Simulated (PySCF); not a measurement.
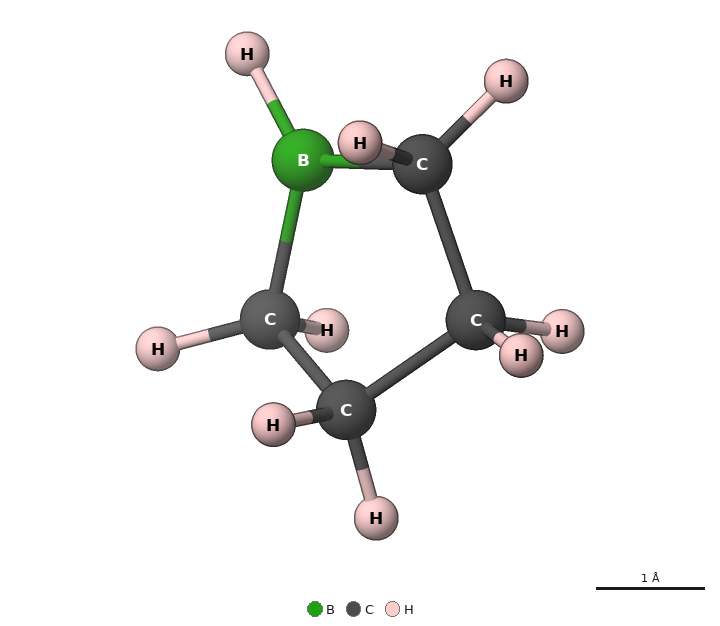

Rendered structure (ball-and-stick style).

The geometry was computed by an optimisation with PBE0-D3(BJ)/def2-SVP. No frequency run is at hand to confirm it as a minimum.

**Which formula does it have?**

C4H9B, 14 atoms: 4 carbon, 9 hydrogen and 1 boron.

**Which point group does it belong to?**

C2.

More results for the same structure follow; atom numbers are the same in all pictures, views and colours differ.

## Electronic properties

No frequency run is at hand to confirm it as a minimum. Level of theory: PBE0/pcSseg-2, gas phase (PySCF 2.14.0).

What does the calculation give?

- dipole moment: 0.42 D
- HOMO energy (Kohn–Sham orbital): −8.31 eV
- LUMO energy (Kohn–Sham orbital): −0.67 eV
- HOMO–LUMO gap: 7.64 eV

## Ring current

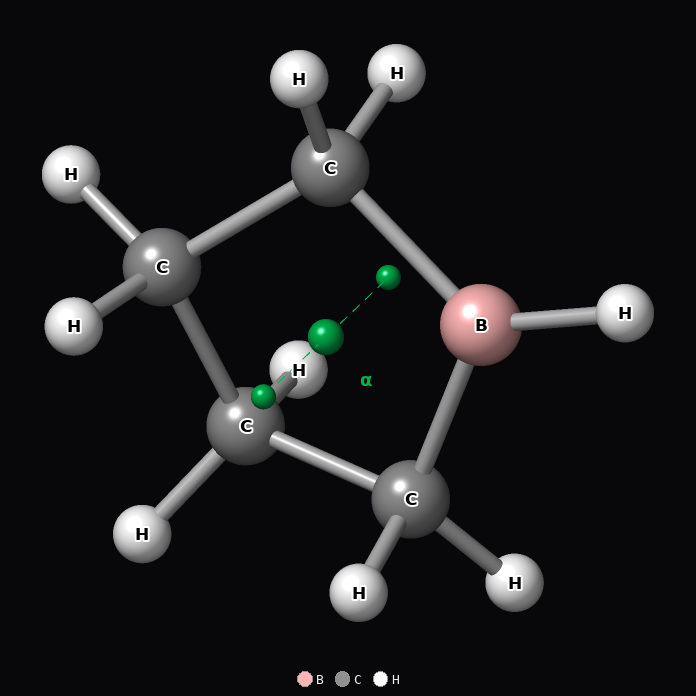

The small points mark where nucleus-independent chemical shifts (NICS) were computed: at the centre of each lettered ring and 1 Å above and below it. No frequency run is at hand to confirm it as a minimum. Level of theory: GIAO PBE0/def2-SVP NMR shielding, non-relativistic, gas phase (PySCF 2.14.0).

Give NICS(0), NICS(1) and the out-of-plane component NICS(1)zz for each ring (means of the two sides).

| ring | members | NICS(0) | NICS(1) | NICS(1)zz |
| --- | --- | --- | --- | --- |
| α | C4B | 0.7 | −3.0 | −3.3 |

Values in ppm.

**What do the values say about the ring currents?**

Ring α: weak, as in a non-aromatic ring. NICS is one index among several.

## NMR shielding

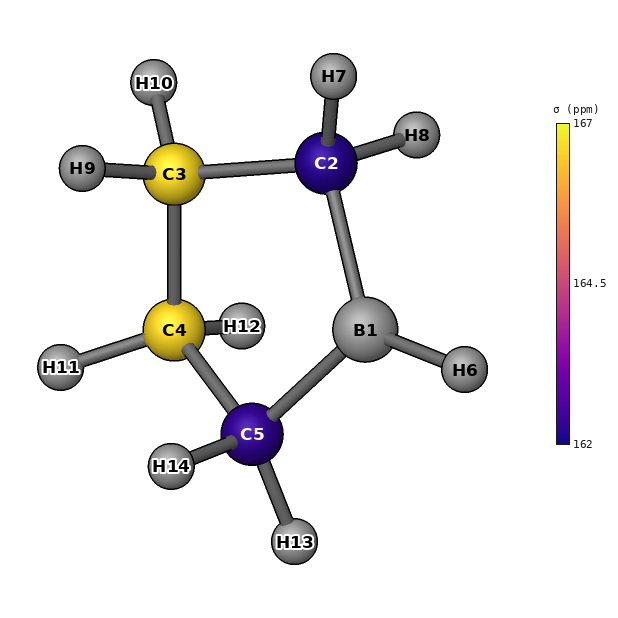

Atoms are coloured by their isotropic NMR shieldings (C only, the others grey). No frequency run is at hand to confirm it as a minimum. Level of theory: GIAO PBE0/6-31G* NMR shielding, non-relativistic, gas phase (PySCF 2.14.0).

List the isotropic NMR shieldings of the C atoms.

| atom | σ (ppm) |
| --- | --- |
| C2 | 162.2 |
| C3 | 166.6 |
| C4 | 166.6 |
| C5 | 162.3 |
